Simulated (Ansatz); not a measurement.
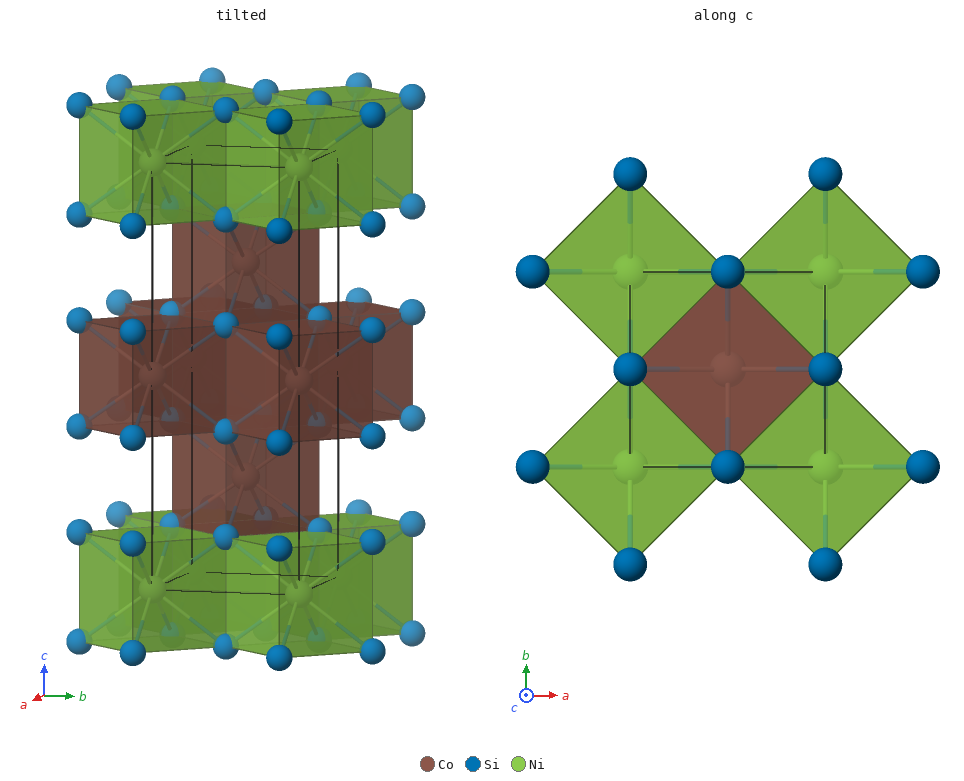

Structure drawing (polyhedral), viewed slightly off an axis and along the c axis. Thin lines show the conventional unit cell, with boundary atoms drawn in all their periodic places. Some neighbours outside the box are added.

Co₃Si₈Ni, space group P4/mmm (No. 123), a = 3.795 Å, b = 3.795 Å, c = 10.757 Å, α = 90.00°, β = 90.00°, γ = 90.00°. Provenance: a structure type filled with these elements by a generator (whether the compound takes this form wasn't checked). Earlier steps of the study may have refined or changed the cell and positions. It was the input of a calculation with Ansatz.

This one geometry was computed with Ansatz (DFT, plane waves, PAW) at three levels of theory: LDA, r2SCAN and PBE.

Which level gives the highest pressure at this volume, and what does that say about its equilibrium volume?

Answer. Highest: PBE (0.0 GPa), which points to the largest equilibrium volume. Lowest, with the smallest volume: LDA (-8.7 GPa). Levels within 0.5 GPa of each other can't be told apart.

How does the band gap change with the level of theory?

Answer. All levels give a metal.

Collect the results in a table.

Answer.
| level | cutoff (eV) | k-mesh of the run's cell | gap (eV) | pressure (GPa) |
| --- | --- | --- | --- | --- |
| LDA | 420 | 10×10×4 | metal | -8.7 |
| r2SCAN | 500 | 10×10×4 | metal | -4.8 |
| PBE | 420 | 10×10×4 | metal | 0.0 |

Gaps are taken on the k-mesh or band path of each run.
